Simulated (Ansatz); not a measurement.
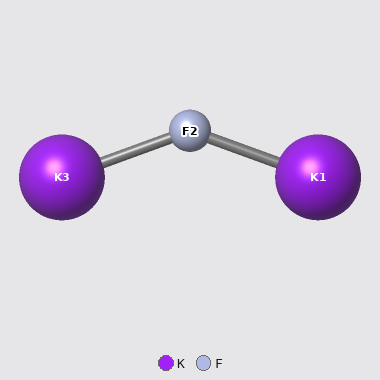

The system is K⁺ + FK; the picture shows the reference structure. The first coordinate is: distance K1–F2; the second: distance F2–K3. Nothing is relaxed (the angle K1–F2–K3 is fixed at 140 degrees). The grid has 17 × 17 points; 153 points were computed and 136 follow by symmetry. Energies are in eV, from the lowest grid point. The D4 coefficients can switch as the alkali atoms part, which puts small steps into the map. Theory: RKS PBE0-D4/def2-SVPD in Ansatz 0.2.0.

Its coordinates:

```yaml
atoms:
  - { symbol: K, position_ang: [-2.3760, 0.0000, 0.0000] }
  - { symbol: F, position_ang: [0.0000, 0.0000, 0.0000] }
  - { symbol: K, position_ang: [1.8201, 1.5273, 0.0000] }
```

Range: distance K1–F2 from 2.104 to 4.504 Å; distance F2–K3 from 2.104 to 4.504 Å.

Predict the map.

The lowest grid point is at distance K1–F2 = 2.376 Å, distance F2–K3 = 2.376 Å. The highest grid point, distance K1–F2 = 4.504 Å, distance F2–K3 = 4.504 Å, lies 3.30 eV above the lowest.

```
distance F2–K3 ↓, distance K1–F2 →  2.169  2.376  2.633  2.923  3.240  3.579  3.936  4.311
                             4.311   1.26   1.26   1.50   1.85   2.19   2.52   2.82   3.08
                             3.936   1.09   1.08   1.31   1.63   1.96   2.28   2.57   2.82
                             3.579   0.89   0.86   1.07   1.39   1.69   2.00   2.28   2.52
                             3.240   0.69   0.63   0.82   1.11   1.39   1.69   1.96   2.19
                             2.923   0.46   0.40   0.57   0.84   1.11   1.39   1.63   1.85
                             2.633   0.22   0.14   0.31   0.57   0.82   1.07   1.31   1.50
                             2.376   0.09   0.00   0.14   0.40   0.63   0.86   1.08   1.26
                             2.169   0.20   0.09   0.22   0.46   0.69   0.89   1.09   1.26
```

The table holds every second grid line.

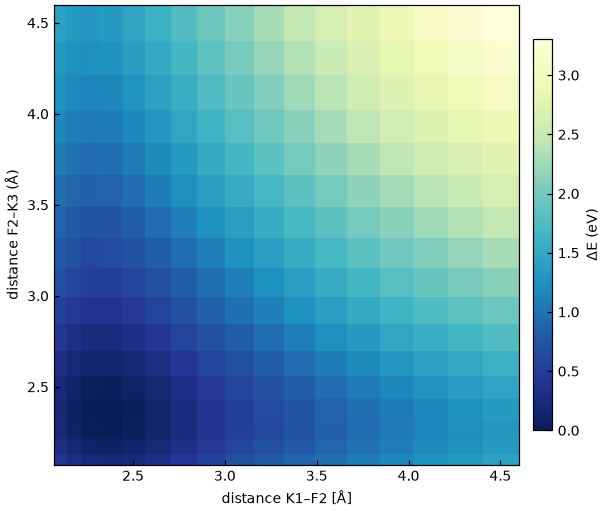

Drawn: one coloured cell a grid point.

The whole map (153 points run) took 10 min on 1 thread of Arm Neoverse V1, with other jobs on the host.
